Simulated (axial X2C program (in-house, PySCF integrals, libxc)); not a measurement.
**All-electron X2C curves of PSi**

Aim: find the lowest determinant of PSi, scan the bond at several levels and fit the constants, once spin-free and once with spin–orbit coupling.

Program: an in-house X2C program for linear molecules on PySCF integrals. Level of theory: all-electron X2C, P dyall-v2z, Si dyall-v2z. These are calculated values, not measurements.

### 1 The job

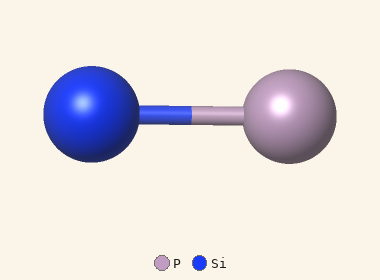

The two atoms at 2.090 Å (phosphorus pink, silicon blue).

task.json

```json
{"zs": [15, 14], "q": 0, "bas": ["dyall-v2z", "dyall-v2z"], "levels": ["PBE0", "HF", "PBEsol", "r2SCAN0"], "cc": false, "r0": 2.09, "npts": 10, "nst": 2, "ntry": 6}
```

Keys: zs atomic numbers; q charge; bas basis sets; levels methods (HF also brings MP2); cc coupled cluster on or off; r0 starting distance in Å; npts points asked for on the curve; nst determinants followed; ntry starts of the search.

Launch:

```bash
python so2c.py task.json out
```

Spin-free means the one-electron spin-free X2C Hamiltonian; two-component (2c) means X2C with spin–orbit coupling and atomic mean-field two-electron Coulomb and Gaunt terms. Basis: P dyall-v2z contracted to [7s7p1d], Si dyall-v2z contracted to [7s7p1d]; Gaussian nuclei, density fitting. Masses: P 30.974 u, Si 27.977 u.

Notation: σ, π±, δ± give the projection m of an orbital's angular momentum (0, ±1, ±2), α and β its spin, Λ and M_S the sums; ω is the projection of a spinor's total angular momentum and Ω the sum. Logs are in hartree.

The results follow Hamiltonian by Hamiltonian and level by level.

### 2 Which state to follow

Determinants are compared with PBE0 at 2.090 Å.

Spin-free determinants:

| ΔE (eV) | state | open shells |
| --- | --- | --- |
| 0.00 | M_S = 1/2, Λ = 1 | beyond closed shells: π+α, π+β, π-α |
| 0.22 | M_S = 1/2, Λ = 0 | beyond closed shells: σα |
| 2.17 | M_S = 3/2, Λ = 1 | beyond closed shells: 2 × π+α, π-α |
| 2.39 | M_S = 3/2, Λ = 0 | beyond closed shells: σα, π+α, π+β, 2 × π-α |
| 2.39 | M_S = 3/2, Λ = 2 | beyond closed shells: σα, 2 × π+α, π+β, π-α |
| 2.88 | M_S = 1/2, Λ = 0 | beyond closed shells: σβ, π+α, π+β, 2 × π-α |

Two-component determinants:

```tsv
ΔE (eV)	state	open shells
0.00	Ω = 3/2	excess of +ω over −ω: ω = 3/2
0.02	Ω = 1/2	excess of +ω over −ω: ω = 1/2
2.17	Ω = 1/2	excess of +ω over −ω: 2 × ω = -1/2, ω = 3/2
2.19	Ω = 5/2	excess of +ω over −ω: ω = -1/2, 2 × ω = 3/2
2.40	Ω = 7/2	excess of +ω over −ω: ω = 1/2, 2 × ω = 3/2
2.42	Ω = 3/2	excess of +ω over −ω: ω = 3/2
3.06	Ω = 5/2	excess of +ω over −ω: 2 × ω = 1/2, ω = 3/2
```

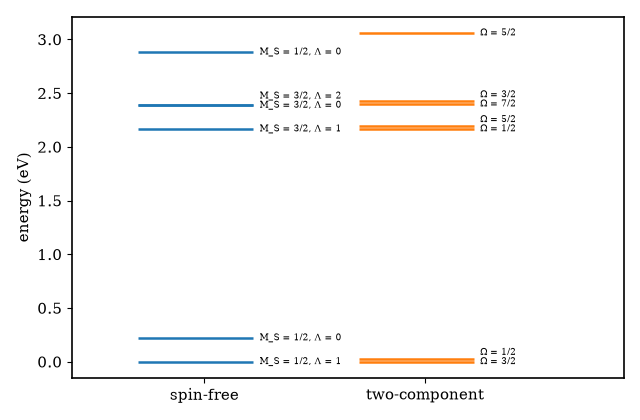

The determinants found, each set from its own lowest.

### 3 PBE0, spin-free

State followed: M_S = 1/2, Λ = 1 (beyond closed shells: π+α, π+β, π-α). The scan is laid around 2.094 Å, a first estimate of the minimum, and this SCF restarts from the orbitals of the search.

Output at 2.094 Å:

```text
spin-free X2C-1e  PBE0
basis functions 66  fitting functions 405  grid points 4357
iter        total energy     max residual
   1       -631.943395598     2.95e-02
   2       -631.943701282     2.78e-04
   3       -631.943701272     2.84e-04
   4       -631.943701766     1.98e-04
   5       -631.943702006     2.47e-05
   6       -631.943702014     1.32e-05
   7       -631.943702018     6.71e-06
   8       -631.943702020     2.48e-06
   9       -631.943702021     2.61e-07
converged
one-electron -980.58529747  Coulomb 339.52621525  exact exchange -10.75411106  xc functional -33.19985653  nuclear repulsion 53.06934780
```

Along the bond, energies from the lowest point:

```tsv
R (Å)	E (eV)	μ (D)	HOMO (eV)	LUMO (eV)	iterations
1.822	1.1243	0.36	-6.83	-5.38	10
1.905	0.4645	0.56	-6.89	-5.17	10
1.968	0.1814	0.72	-6.93	-5.03	10
2.031	0.0370	0.87	-6.87	-4.90	10
2.094	0.0000	1.02	-6.72	-4.78	9
2.167	0.0594	1.19	-6.55	-4.65	10
2.241	0.1997	1.34	-6.38	-4.53	10
2.335	0.4571	1.50	-6.19	-4.40	12
2.450	0.8211	1.56	-6.04	-4.28	11
2.618	1.3380	1.59	-5.96	-4.16	12
```

Dipoles are positive if Si is the positive end.

Outer orbitals at the reference distance:

```
symmetry  occupied  ε (eV)             atomic character
      σα       yes  -17.44  60% P s, 23% Si s, 10% Si p
      σβ       yes  -16.57  57% P s, 26% Si s, 10% Si p
      σα       yes  -11.58   49% Si s, 23% P p, 20% P s
      σβ       yes  -11.21   47% Si s, 22% P s, 22% P p
     π+α       yes   -7.47   67% P p, 30% Si p, 3% Si d
     π-α       yes   -7.47   67% P p, 30% Si p, 3% Si d
      σα       yes   -7.11  41% P p, 39% Si p, 14% Si s
      σβ       yes   -6.96  42% P p, 40% Si p, 13% Si s
     π+β       yes   -6.72   59% P p, 38% Si p, 2% Si d
     π-β        no   -4.78            55% P p, 43% Si p
     π-α        no   -2.36            68% Si p, 29% P p
     π+α        no   -2.36            68% Si p, 29% P p
     π+β        no   -2.00   59% Si p, 37% P p, 2% Si d
```

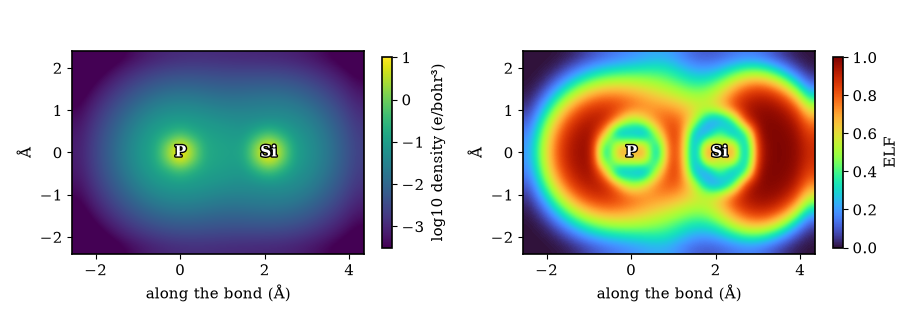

PBE0 fields in a plane through the axis, from a grid of 0.3 Å; P lies at z = 0 and Si at z = 2.094 Å; the ELF is damped to zero where the density is low.

Re = 2.088 Å, ωe = 628 cm⁻¹, Be = 0.263 cm⁻¹, De = 3.43 eV, μ = 1.00 D.

### 4 HF, spin-free

Output at 2.094 Å:

```text
spin-free X2C-1e  HF
basis functions 66  fitting functions 405  grid points 4357
iter        total energy     max residual
   1       -631.006178680     2.28e-01
   2       -631.020606633     6.04e-03
   3       -631.021356214     4.27e-03
   4       -631.021636971     4.08e-03
   5       -631.021825685     3.47e-03
   6       -631.022114537     3.80e-03
   7       -631.022441480     3.87e-03
   8       -631.023276395     3.73e-03
   9       -631.024831422     1.44e-03
  10       -631.024161310     2.95e-03
  11       -631.024417259     2.60e-03
  12       -631.024845774     4.36e-04
  13       -631.024844284     4.19e-04
  14       -631.024853375     1.48e-04
  15       -631.024854580     5.70e-05
  16       -631.024854752     2.19e-05
  17       -631.024854779     5.52e-06
  18       -631.024854781     2.92e-06
converged
one-electron -980.14732155  Coulomb 339.15032863  exact exchange -43.09720966  xc functional 0.00000000  nuclear repulsion 53.06934780
```

Re = 2.131 Å, ωe = 454 cm⁻¹, ωexe = 0.621 cm⁻¹, Be = 0.2525 cm⁻¹, De = 1.25 eV, μ = 0.98 D. ⟨S²⟩ = 1.14 against 0.75 for a pure state, so this determinant mixes spins.

### 5 PBEsol, spin-free

The SCF at the reference distance of 2.094 Å:

```text
spin-free X2C-1e  PBEsol
basis functions 66  fitting functions 405  grid points 4357
iter        total energy     max residual
   1       -630.774516068     1.02e-01
   2       -630.777264738     1.01e-02
   3       -630.770592626     3.19e-02
   4       -630.777445899     9.18e-03
   5       -630.777982108     2.95e-04
   6       -630.777982994     1.26e-04
   7       -630.777983178     2.97e-05
   8       -630.777983208     1.17e-05
   9       -630.777983211     1.25e-06
  10       -630.777983211     7.83e-07
converged
one-electron -980.43654891  Coulomb 339.32398777  exact exchange 0.00000000  xc functional -42.73476987  nuclear repulsion 53.06934780
```

Re = 2.108 Å, ωe = 597 cm⁻¹, ωexe = 2.08 cm⁻¹, Be = 0.258 cm⁻¹, De = 3.99 eV, μ = 0.86 D.

### 6 r2SCAN0, spin-free

Output at 2.094 Å:

```text
spin-free X2C-1e  r2SCAN0
basis functions 66  fitting functions 405  grid points 4357
iter        total energy     max residual
   1       -632.117904107     6.43e-02
   2       -632.119096925     1.76e-03
   3       -632.119105790     1.45e-03
   4       -632.119106869     1.91e-03
   5       -632.119126279     2.57e-04
   6       -632.119129211     2.38e-04
   7       -632.119132289     1.18e-04
   8       -632.119133244     1.53e-05
   9       -632.119133258     3.83e-06
  10       -632.119133259     1.38e-06
converged
one-electron -980.54592461  Coulomb 339.50457904  exact exchange -10.75983228  xc functional -33.38730321  nuclear repulsion 53.06934780
```

Re = 2.082 Å, ωe = 637 cm⁻¹, ωexe = 3.21 cm⁻¹, Be = 0.2646 cm⁻¹, De = 3.12 eV, μ = 1.02 D.

### 7 Correlated methods, spin-free

Correlated methods: 9 electrons correlated (frozen shells, counted by type: P 2 s, 1 p; Si 2 s, 1 p), 71 virtual spinors in MP2.

MP2: No constants are quoted: the reference is strongly spin-contaminated.

### 8 A higher determinant, spin-free

State: M_S = 1/2, Λ = 0 (beyond closed shells: σα).

Output at the reference distance:

```text
spin-free X2C-1e  PBE0
basis functions 66  fitting functions 405  grid points 4357
iter        total energy     max residual
   1       -631.934979067     2.96e-02
   2       -631.935277330     3.10e-04
   3       -631.935277165     3.11e-04
   4       -631.935277315     3.36e-04
   5       -631.935278180     4.15e-05
   6       -631.935278196     8.40e-06
   7       -631.935278199     6.34e-06
   8       -631.935278202     4.87e-06
   9       -631.935278205     3.64e-06
  10       -631.935278209     1.29e-06
  11       -631.935278209     3.41e-07
converged
one-electron -980.31009686  Coulomb 339.22409376  exact exchange -10.74051216  xc functional -33.17811075  nuclear repulsion 53.06934780
```

```tsv
R (Å)	E above the lowest PBE0 point (eV)
1.822	0.602
1.905	0.218
1.968	0.114
2.031	0.128
2.094	0.229
2.167	0.428
2.241	0.685
2.335	1.038
2.450	1.454
```

Re = 1.991 Å, ωe = 702 cm⁻¹, ωexe = 1.86 cm⁻¹, Be = 0.2894 cm⁻¹, μ = 1.50 D. Te = 0.11 eV.

### 9 The spin-free curves together

Energy (eV) of the followed determinant, spin-free, from each level's lowest point:

```tsv
R (Å)	PBE0	HF	MP2 (spin-contaminated)	PBEsol	r2SCAN0
1.822	1.124	1.110	1.029	1.216	1.095
1.905	0.465	0.467	0.338	0.534	0.441
1.968	0.181	0.200	0.065	0.230	0.165
2.031	0.037	0.060	0.000	0.062	0.029
2.094	0.000	0.001	0.070	0.000	0.000
2.167	0.059	0.000	0.206	0.029	0.068
2.241	0.200	0.050	0.364	0.138	0.215
2.335	0.457	0.166	0.582	0.361	0.468
2.450	0.821	0.358	0.858	0.711	0.811
2.618	1.338	0.679	1.268	1.283	1.301
```

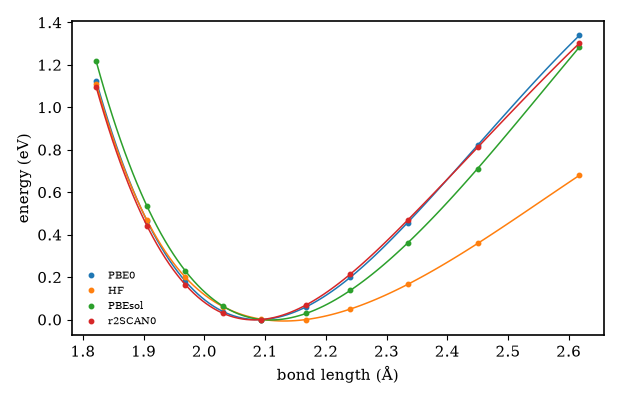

Curves of the followed state, spin-free, each from its own lowest point. Left out: MP2.

### 10 PBE0, 2c

State followed: Ω = 3/2 (excess of +ω over −ω: ω = 3/2). The scan is laid around 2.094 Å, a first estimate of the minimum, and this SCF restarts from the orbitals of the search.

Output at 2.094 Å:

```text
two-component X2C + atomic mean field  PBE0
basis functions 66  fitting functions 405  grid points 4357
iter        total energy     max residual
   1       -631.859525758     2.95e-02
   2       -631.859831558     2.79e-04
   3       -631.859831385     3.19e-04
   4       -631.859832074     1.87e-04
   5       -631.859832299     1.94e-05
   6       -631.859832303     9.47e-06
   7       -631.859832305     4.95e-06
converged
one-electron -980.36430507  Coulomb 339.46472988  exact exchange -10.75192069  xc functional -33.19311146  nuclear repulsion 53.06934780  atomic mean-field constant -0.08457278
```

Along the bond, energies from the lowest point:

```tsv
R (Å)	E (eV)	μ (D)	HOMO (eV)	LUMO (eV)	iterations
1.822	1.1263	0.36	-6.83	-5.36	10
1.905	0.4657	0.56	-6.89	-5.16	10
1.968	0.1821	0.72	-6.93	-5.02	10
2.031	0.0373	0.87	-6.88	-4.88	10
2.094	0.0000	1.02	-6.73	-4.76	7
2.167	0.0592	1.19	-6.56	-4.63	10
2.241	0.1993	1.34	-6.39	-4.52	10
2.335	0.4569	1.50	-6.20	-4.39	12
2.450	0.8215	1.56	-6.05	-4.27	11
2.618	1.3388	1.59	-5.97	-4.14	12
```

Dipoles are positive if Si is the positive end.

Outer spinors at the reference distance:

```json
{"ω": "1/2", "occupied": "yes", "ε (eV)": "-17.43", "atomic character": "60% P s, 23% Si s, 10% Si p", "λ mixture": "100% σ"}
{"ω": "-1/2", "occupied": "yes", "ε (eV)": "-16.57", "atomic character": "57% P s, 26% Si s, 10% Si p", "λ mixture": "100% σ"}
{"ω": "1/2", "occupied": "yes", "ε (eV)": "-11.58", "atomic character": "49% Si s, 23% P p, 20% P s", "λ mixture": "100% σ"}
{"ω": "-1/2", "occupied": "yes", "ε (eV)": "-11.21", "atomic character": "47% Si s, 22% P s, 22% P p", "λ mixture": "100% σ"}
{"ω": "-1/2", "occupied": "yes", "ε (eV)": "-7.48", "atomic character": "67% P p, 30% Si p, 3% Si d", "λ mixture": "100% π"}
{"ω": "3/2", "occupied": "yes", "ε (eV)": "-7.45", "atomic character": "67% P p, 30% Si p, 3% Si d", "λ mixture": "100% π"}
{"ω": "1/2", "occupied": "yes", "ε (eV)": "-7.11", "atomic character": "41% P p, 39% Si p, 14% Si s", "λ mixture": "100% σ"}
{"ω": "-1/2", "occupied": "yes", "ε (eV)": "-6.96", "atomic character": "42% P p, 40% Si p, 13% Si s", "λ mixture": "100% σ"}
{"ω": "1/2", "occupied": "yes", "ε (eV)": "-6.73", "atomic character": "59% P p, 38% Si p, 2% Si d", "λ mixture": "100% π"}
{"ω": "-3/2", "occupied": "no", "ε (eV)": "-4.76", "atomic character": "54% P p, 43% Si p", "λ mixture": "100% π"}
{"ω": "-1/2", "occupied": "no", "ε (eV)": "-2.36", "atomic character": "68% Si p, 29% P p", "λ mixture": "100% π"}
{"ω": "3/2", "occupied": "no", "ε (eV)": "-2.34", "atomic character": "67% Si p, 29% P p", "λ mixture": "100% π"}
{"ω": "1/2", "occupied": "no", "ε (eV)": "-2.00", "atomic character": "59% Si p, 37% P p, 2% Si d", "λ mixture": "100% π"}
```

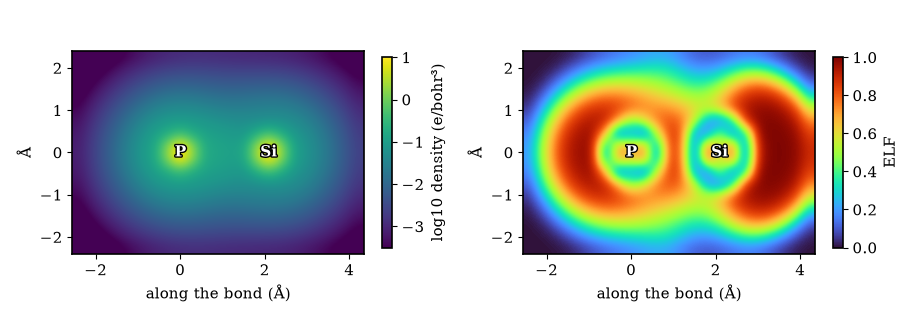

PBE0 fields in a plane through the axis, from a grid of 0.3 Å; P lies at z = 0 and Si at z = 2.094 Å; the ELF is damped to zero where the density is low.

Re = 2.088 Å, ωe = 628 cm⁻¹, Be = 0.263 cm⁻¹, De = 3.44 eV, μ = 1.00 D.

### 11 HF, 2c

Output at 2.094 Å:

```text
two-component X2C + atomic mean field  HF
basis functions 66  fitting functions 405  grid points 4357
iter        total energy     max residual
   1       -630.922482915     2.28e-01
   2       -630.936900299     6.03e-03
   3       -630.937642332     4.26e-03
   4       -630.937915358     4.00e-03
   5       -630.938097480     3.40e-03
   6       -630.938375322     3.72e-03
   7       -630.938681363     3.80e-03
   8       -630.939409652     3.72e-03
   9       -630.941077337     1.61e-03
  10       -630.939871234     3.66e-03
  11       -630.940989218     1.38e-03
  12       -630.940913208     1.66e-03
  13       -630.941101426     9.28e-05
  14       -630.941101555     6.07e-05
  15       -630.941101671     4.40e-05
  16       -630.941101794     4.86e-06
  17       -630.941101795     3.65e-06
  18       -630.941101795     2.54e-06
converged
one-electron -979.92581981  Coulomb 339.08818826  exact exchange -43.08824527  xc functional 0.00000000  nuclear repulsion 53.06934780  atomic mean-field constant -0.08457278
```

Re = 2.131 Å, ωe = 454 cm⁻¹, ωexe = 0.574 cm⁻¹, Be = 0.2526 cm⁻¹, De = 1.25 eV, μ = 0.99 D.

### 12 PBEsol, 2c

Output at 2.094 Å:

```text
two-component X2C + atomic mean field  PBEsol
basis functions 66  fitting functions 405  grid points 4357
iter        total energy     max residual
   1       -630.690787357     1.02e-01
   2       -630.693532541     1.01e-02
   3       -630.686845976     3.20e-02
   4       -630.693715726     9.17e-03
   5       -630.694250475     2.92e-04
   6       -630.694251333     1.25e-04
   7       -630.694251510     2.89e-05
   8       -630.694251539     1.17e-05
   9       -630.694251542     1.25e-06
  10       -630.694251542     7.85e-07
converged
one-electron -980.21569774  Coulomb 339.26267610  exact exchange 0.00000000  xc functional -42.72600492  nuclear repulsion 53.06934780  atomic mean-field constant -0.08457278
```

Re = 2.109 Å, ωe = 597 cm⁻¹, ωexe = 2.08 cm⁻¹, Be = 0.2579 cm⁻¹, De = 4.00 eV, μ = 0.86 D.

### 13 r2SCAN0, 2c

The SCF at the reference distance of 2.094 Å:

```text
two-component X2C + atomic mean field  r2SCAN0
basis functions 66  fitting functions 405  grid points 4357
iter        total energy     max residual
   1       -632.033997233     6.44e-02
   2       -632.035189753     1.75e-03
   3       -632.035198467     1.45e-03
   4       -632.035199467     1.91e-03
   5       -632.035218866     2.56e-04
   6       -632.035221739     2.37e-04
   7       -632.035224764     1.18e-04
   8       -632.035225717     1.53e-05
   9       -632.035225732     3.81e-06
  10       -632.035225732     1.38e-06
converged
one-electron -980.32478757  Coulomb 339.44291679  exact exchange -10.75763084  xc functional -33.38049913  nuclear repulsion 53.06934780  atomic mean-field constant -0.08457278
```

Re = 2.082 Å, ωe = 637 cm⁻¹, ωexe = 3.17 cm⁻¹, Be = 0.2646 cm⁻¹, De = 3.13 eV, μ = 1.02 D.

### 14 MP2, 2c

Correlated methods: 9 electrons correlated (frozen shells, counted by type: P 2 s, 1 p; Si 2 s, 1 p), 71 virtual spinors in MP2.

MP2: No constants are quoted: the reference is strongly spin-contaminated.

### 15 A higher determinant, 2c

State: Ω = 1/2 (excess of +ω over −ω: ω = 1/2).

Output at the reference distance:

```text
two-component X2C + atomic mean field  PBE0
basis functions 66  fitting functions 405  grid points 4357
iter        total energy     max residual
   1       -631.858616550     2.95e-02
   2       -631.858922379     2.79e-04
   3       -631.858922221     3.19e-04
   4       -631.858922905     1.92e-04
   5       -631.858923134     2.14e-05
   6       -631.858923141     1.16e-05
   7       -631.858923143     6.00e-06
   8       -631.858923146     2.55e-06
   9       -631.858923146     3.09e-07
converged
one-electron -980.35758339  Coulomb 339.45872430  exact exchange -10.75189964  xc functional -33.19293944  nuclear repulsion 53.06934780  atomic mean-field constant -0.08457278
```

```tsv
R (Å)	E above the lowest PBE0 point (eV)
1.822	1.154
1.905	0.492
1.968	n/a
2.031	0.062
2.094	0.025
2.167	0.083
2.241	0.223
2.335	0.479
2.450	0.842
```

Re = 2.089 Å, ωe = 627 cm⁻¹, Be = 0.2629 cm⁻¹, μ = 1.00 D. Te = 0.02 eV.

### 16 The 2c curves together

Energy (eV) of the followed determinant, 2c, from each level's lowest point:

```tsv
R (Å)	PBE0	HF	MP2 (spin-contaminated)	PBEsol	r2SCAN0
1.822	1.126	1.110	1.032	1.218	1.096
1.905	0.466	0.467	0.340	0.535	0.442
1.968	0.182	0.199	0.065	0.231	0.166
2.031	0.037	0.060	0.000	0.062	0.029
2.094	0.000	0.001	0.071	0.000	0.000
2.167	0.059	0.000	0.208	0.028	0.068
2.241	0.199	0.050	0.367	0.137	0.215
2.335	0.457	0.165	0.585	0.360	0.469
2.450	0.821	0.358	0.861	0.710	0.812
2.618	1.339	0.678	1.271	1.282	1.302
```

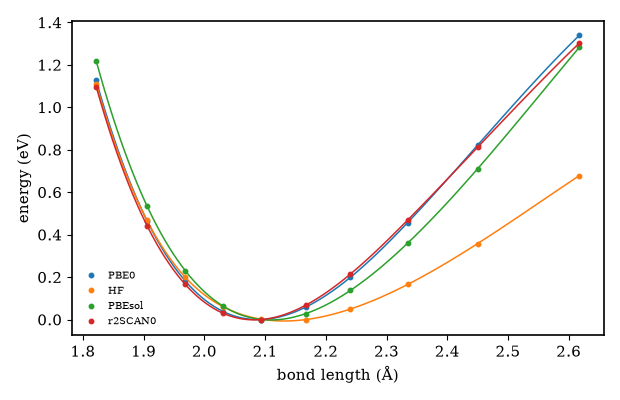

Curves of the followed state, 2c, each from its own lowest point. Left out: MP2.

Time for the job: 35 s (1 thread of Arm Neoverse N1, shared host).

### 17 What came out

Lowest determinant that the search found at its distance, spin-free: M_S = 1/2, Λ = 1 (beyond closed shells: π+α, π+β, π-α).

Lowest determinant that the search found at its distance, 2c: Ω = 3/2 (excess of +ω over −ω: ω = 3/2).

```tsv
Hamiltonian	level	Re (Å)	ωe (cm⁻¹)	De (eV)	μ (D)
spin-free	PBE0	2.088	628	3.43	1.00
spin-free	HF	2.131	454	1.25	0.98
spin-free	PBEsol	2.108	597	3.99	0.86
spin-free	r2SCAN0	2.082	637	3.12	1.02
2c	PBE0	2.088	628	3.44	1.00
2c	HF	2.131	454	1.25	0.99
2c	PBEsol	2.109	597	4.00	0.86
2c	r2SCAN0	2.082	637	3.13	1.02
```

Dipoles are positive if Si is the positive end. No constants: spin-free MP2 (the reference is strongly spin-contaminated); 2c MP2 (the reference is strongly spin-contaminated). Spin-free ⟨S²⟩ is off its pure value at HF 1.14.

Time per point (s) on 1 thread of Arm Neoverse N1, shared host (2c runs); the times are rough: PBE0 0.23, HF 0.13, PBEsol 0.17, r2SCAN0 0.41.

**Reading.** At PBE0, going from spin-free to two-component changes Re by 0 mÅ, ωe by 0.0 %; the spin-free picture holds up (part of it comes from the scalar share of the two-electron terms). De moves by +0.01 eV; both De rest on single-determinant atoms, which can miss part of an open shell's spin–orbit lowering.

De refers to P + Si, each in the lowest determinant found, which need not be this curve's own limit. Each curve is one determinant whose occupation by symmetry is held fixed; it was picked as the lowest of a PBE0 search that is not exhaustive. Dissociation energies refer to the lowest single-determinant-based atoms at the same level and basis. Density functionals use the spin component along the axis (collinear). The meta-GGAs lack a current-density term, which matters for open shells with orbital currents, atoms included. At some level an empty orbital lies below a filled one. The spin-free determinant is spin-contaminated at some levels.
